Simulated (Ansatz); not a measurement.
# AlBFGaH7NSi: small, medium and large basis sets

How large a basis does AlBFGaH7NSi need? Two functionals are run in growing sets.

Program: Ansatz 0.2.0, Gaussian basis. Level of theory: one geometry, several basis sets. These are calculated values, not measurements.

Levels to be run: PBE0-D4/def2-SVP; ωB97M-V/def2-SVP; PBE0-D4/def2-QZVPP; ωB97M-V/def2-QZVPP; the functionals' def2-TZVPP values are taken from earlier runs.

## 1. The relaxed structure

All runs share one geometry, relaxed beforehand with PBE0-D4 in a triple-zeta def2 set.

SMILES `B[N]([SiH3])[Al]([F])[GaH2]`, 13 atoms, charge 0, spin multiplicity 1.

Atoms are counted from 1 here; the program's logs count them from 0.

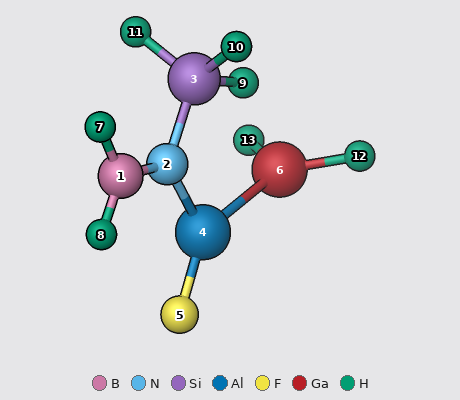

The geometry (colours as in the key); atoms are numbered from 1 in the order of the file.

## 2. PBE0-D4 in def2-SVP

Input file in.yaml:

```yaml
crystal:
  periodic: [false, false, false]
  atoms:
    - {symbol: B, position_ang: [0.099265, -2.164904, -0.897597]}
    - {symbol: N, position_ang: [-0.019515, -0.846266, -0.395838]}
    - {symbol: Si, position_ang: [1.141154, -0.274981, 0.758212]}
    - {symbol: Al, position_ang: [-1.316072, 0.353165, -0.858109]}
    - {symbol: F, position_ang: [-2.454570, -0.121153, -1.951305]}
    - {symbol: Ga, position_ang: [-0.832350, 2.415481, 0.443812]}
    - {symbol: H, position_ang: [0.998076, -2.874113, -0.521950]}
    - {symbol: H, position_ang: [-0.693478, -2.577034, -1.696042]}
    - {symbol: H, position_ang: [0.756774, 1.155886, 1.112430]}
    - {symbol: H, position_ang: [2.518400, -0.195169, 0.217431]}
    - {symbol: H, position_ang: [1.116562, -1.022976, 2.037032]}
    - {symbol: H, position_ang: [0.121983, 3.526580, -0.128460]}
    - {symbol: H, position_ang: [-1.436230, 2.625483, 1.880393]}
basis:
  gaussian: {orbitals: def2-SVP}
hamiltonian: {xc: pbe0, dispersion: d4}
output: {orbitals: {seedname: orbitals}}
```

Launch:

```
$ ansatz run in.yaml --threads 2 --pin off --events-out ev --progress --plain --max-ram 32768MiB --backend cpu
```

After this run come: ωB97M-V in def2-SVP; PBE0-D4 in def2-QZVPP; ωB97M-V in def2-QZVPP.

**Question.** What will the summary of the whole plan be? Wanted: PBE0-D4: double and triple zeta above quadruple; ωB97M-V: double and triple zeta above quadruple.

**Answer**, as computed:

```
                                       quantity           value
PBE0-D4: double and triple zeta above quadruple  19.85, 1.97 eV
ωB97M-V: double and triple zeta above quadruple  19.92, 1.89 eV
```

In words: PBE0-D4 gains 17.88 eV from double to triple zeta, then 1.97 eV more. These are total energies; as a rule much of such shifts cancels in differences, which this series doesn't test.
